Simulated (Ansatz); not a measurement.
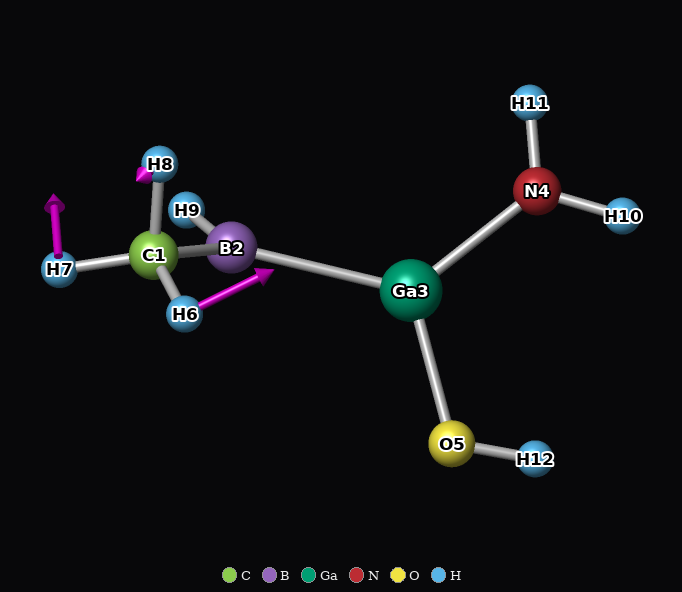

The arrows show one normal mode. Harmonic vibrations computed with RKS PBE0-D4/def2-TZVP (Ansatz 0.2.0) at a stationary point of the same level.

> What kind of motion is it?

Mostly H–C–H bending.

> Estimate its harmonic wavenumber.

1469 cm⁻¹; it is mode 22 of 30 counted from the lowest.
